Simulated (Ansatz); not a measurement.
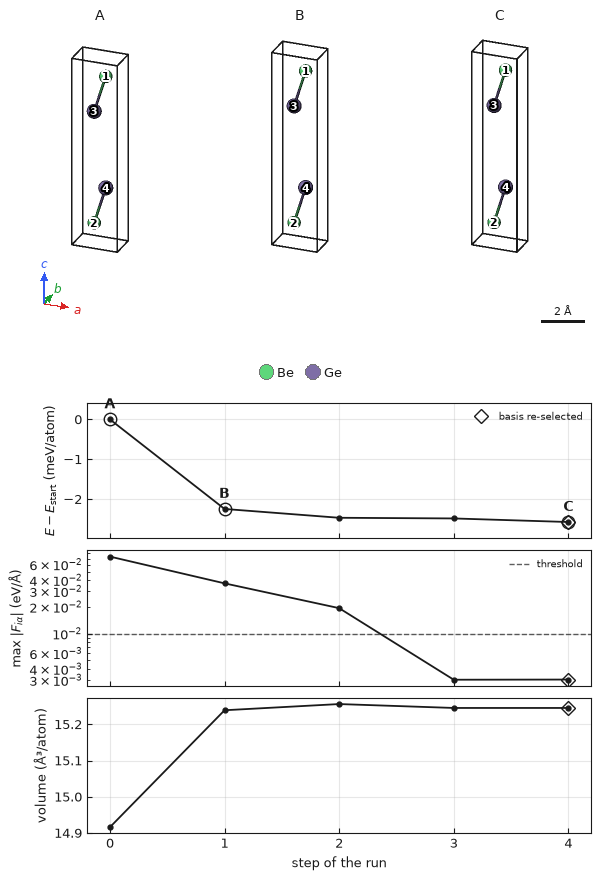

Frames of a relaxation of crystalline BeGe (a generated structure, set up in P-3m1), marked on the history of the run. The picture is a ball-and-stick view of the cell of the calculation, seen slightly off an axis.

Computed with Ansatz 0.2.0, DFT PBE, scalar-relativistic, plane waves, PAW. Set-up: plane-wave cutoff 420 eV; k-point mesh 18 × 18 × 6; occupations gaussian; smearing width 0.1 eV; no spin polarisation; cell and atoms relaxed; force threshold 0.01 eV/Å; at most 80 steps.

> What happens along the run?

The largest moves relative to the cell, 0.059 Å, are those of Ge3 and Ge4. Ge4 goes along −c. By element the largest moves are Ge 0.059 Å, Be 0.010 Å. The volume changes by +2.2 %, with a = b 2.788 → 2.769 Å (−0.7 %), c 8.865 → 9.184 Å (+3.6 %). Near-neighbour distances that change, for instance: Be1–Be2 2.273 → 2.292 Å, Ge3–Ge3 2.788 → 2.769 Å, Be1–Ge3 2.535 → 2.544 Å. The space group stays P-3m1 (No. 164). Over 3 accepted moves (4 points after the start) the energy falls by 2.6 meV per atom. Largest force component: 0.074 eV/Å at the start, 0.003 eV/Å at the end. The pressure goes from 0.20 to 0.01 GPa. At 1 point the geometry stayed and the basis and grid were re-selected for the new cell (energy shift of 0.1 meV per atom at most each time). From step 0 to 1: Ge atoms move most (0.07 Å), volume +2.2 %, energy −2.2 meV per atom. From step 1 to 4: energy −0.3 meV per atom.
